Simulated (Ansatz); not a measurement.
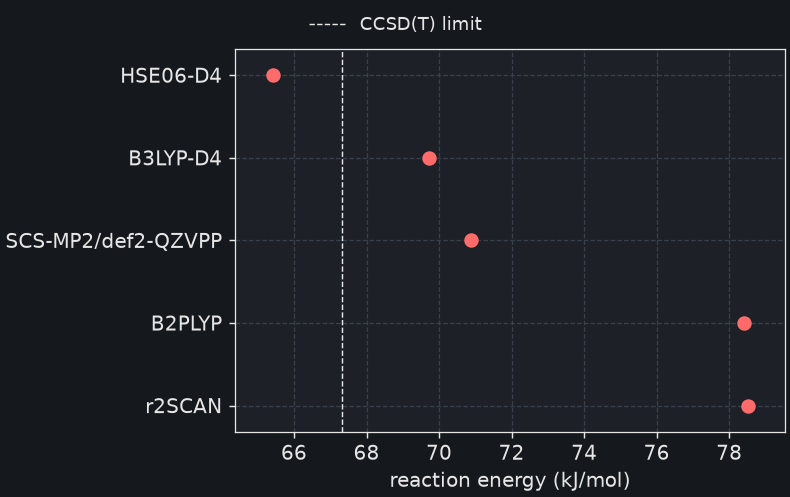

Electronic reaction energy of SiCl₂F₂ (F[Si](F)(Cl)Cl) + SiNH₄F (N[SiH2]F) → Si₂NH₃Cl₂F₂ (F[SiH2]N[Si](F)(Cl)Cl) + HF (F) (SMILES in brackets) at several levels (functionals in def2-TZVPP unless a basis is named), isolated molecules at PBE0-D4 triple-zeta geometries, minima by their frequencies, no zero-point or thermal terms, the Ansatz code. The line is frozen-core CCSD(T) at the basis limit (MP2 extrapolated from triple and quadruple zeta, plus CCSD(T) less MP2 in a smaller set). B2PLYP holds a correlation term that converges slowly with the basis, so part of the distance to the limit is basis error. No dispersion term is added to B2PLYP and r2SCAN. The distance of SCS-MP2/def2-QZVPP to the limit includes basis error.

What do zero-point energy and temperature add?

Zero-point change −5.9 kJ/mol; at 298.15 K and 1 bar the CCSD(T) limit plus thermal terms gives an enthalpy of reaction of 65.5 and a free energy of 67.3 kJ/mol (harmonic PBE0-D4 modes, ideal gas).

Which level comes closest to the line (CCSD(T) limit), and which misses most?

Closest HSE06-D4 (65.4 kJ/mol), against 67.3 kJ/mol; farthest r2SCAN (78.5 kJ/mol).

Known limits of this run: one conformer of each flexible molecule.
